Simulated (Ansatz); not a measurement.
```yaml
atoms:
  - { symbol: Cl, position_ang: [-0.1507, -0.6457, 2.2628] }
  - { symbol: Zr, position_ang: [0.0647, -0.0675, 0.0359] }
  - { symbol: Cl, position_ang: [1.9374, -1.0886, -0.8530] }
  - { symbol: I, position_ang: [-2.1123, -0.8652, -1.3097] }
  - { symbol: I, position_ang: [0.3109, 2.5933, -0.1774] }
```

Geometry: PBE0-D4/def2-TZVP; core potentials replace the inner electrons of Zr and I.

Theory: Ansatz 0.2.0, RKS PBE0-D4/def2-TZVPP.

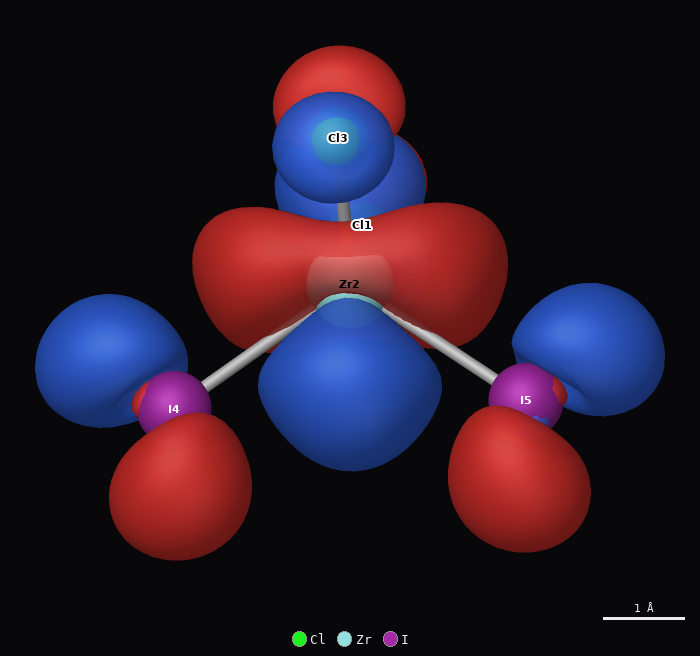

Cl2I2Zr (SMILES [Cl][Zr]([Cl])([I])[I]). One frontier orbital at ±0.06 Å⁻³ᐟ² (blue and red are the two phases), seen at a tilt.

### Which orbital is it: HOMO or LUMO?

The LUMO, at −2.89 eV. By Hirshfeld shares it lies mainly on Zr2 (about 65 %), I4 (about 15 %) and I5 (about 15 %).
